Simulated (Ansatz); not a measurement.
Complex (SMILES): F (HF) with C[SiH3] (CH3-SiH3), atoms 1 to 2 the first; geometry from B3LYP-D3(BJ)/def2-TZVP, monomers rigid:
```xyz
10

F     -0.8072     1.2098    -1.0332
H     -0.8337     1.4847    -0.1466
C     -0.8969     2.1476     1.9988
Si    -0.9462     2.6964     3.7994
H     -1.4172     2.8789     1.3758
H      0.1409     2.0657     1.6668
H     -1.3852     1.1755     1.8964
H     -0.2415     1.7083     4.6485
H     -0.2858     4.0143     3.9445
H     -2.3510     2.8086     4.2554
```

Basis-set convergence of the counterpoise-corrected interaction energy at CCSD(T) with Ansatz (a quantum-chemistry and plane-wave program). Cartesian d functions, on some or all atoms, in 6-311G**; all else is spherical. Cores are frozen. No added dispersion term, no relativity. Functions are those of the species that has most. Reference: Hartree-Fock in aug-cc-pV(Q+d)Z plus the correlation part extrapolated as X^-3 from aug-cc-pV(T+d)Z and aug-cc-pV(Q+d)Z, -2.11 kcal/mol, itself unsure by roughly 0.02 kcal/mol (a third of the extrapolation step and of the last Hartree-Fock step). Deviations are taken from unrounded values.

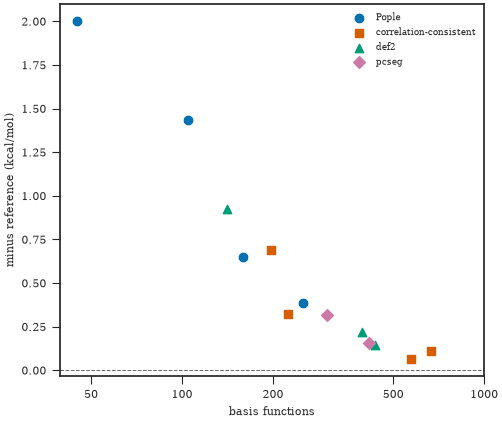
Fig. 1. Deviation from the reference against the number of basis functions, by family of sets.

```json
[
 {"basis": "6-31G", "functions": "45", "counterpoise-corrected interaction energy (kcal/mol)": "-0.11", "minus reference (kcal/mol)": "2.00"},
 {"basis": "6-311G**", "functions": "105", "counterpoise-corrected interaction energy (kcal/mol)": "-0.68", "minus reference (kcal/mol)": "1.44"},
 {"basis": "def2-TZVP", "functions": "141", "counterpoise-corrected interaction energy (kcal/mol)": "-1.19", "minus reference (kcal/mol)": "0.93"},
 {"basis": "6-311++G(2d,2p)", "functions": "159", "counterpoise-corrected interaction energy (kcal/mol)": "-1.46", "minus reference (kcal/mol)": "0.65"},
 {"basis": "cc-pV(T+d)Z", "functions": "197", "counterpoise-corrected interaction energy (kcal/mol)": "-1.42", "minus reference (kcal/mol)": "0.69"},
 {"basis": "jun-cc-pV(T+d)Z", "functions": "224", "counterpoise-corrected interaction energy (kcal/mol)": "-1.79", "minus reference (kcal/mol)": "0.32"},
 {"basis": "6-311++G(3df,3pd)", "functions": "251", "counterpoise-corrected interaction energy (kcal/mol)": "-1.73", "minus reference (kcal/mol)": "0.39"},
 {"basis": "aug-pcseg-2", "functions": "303", "counterpoise-corrected interaction energy (kcal/mol)": "-1.80", "minus reference (kcal/mol)": "0.32"},
 {"basis": "def2-QZVPP", "functions": "394", "counterpoise-corrected interaction energy (kcal/mol)": "-1.90", "minus reference (kcal/mol)": "0.22"},
 {"basis": "pcseg-3", "functions": "415", "counterpoise-corrected interaction energy (kcal/mol)": "-1.96", "minus reference (kcal/mol)": "0.16"},
 {"basis": "def2-QZVPPD", "functions": "436", "counterpoise-corrected interaction energy (kcal/mol)": "-1.97", "minus reference (kcal/mol)": "0.15"},
 {"basis": "aug-cc-pV(Q+d)Z", "functions": "571", "counterpoise-corrected interaction energy (kcal/mol)": "-2.05", "minus reference (kcal/mol)": "0.06"},
 {"basis": "cc-pV(5+d)Z", "functions": "667", "counterpoise-corrected interaction energy (kcal/mol)": "-2.00", "minus reference (kcal/mol)": "0.11"}
]
```
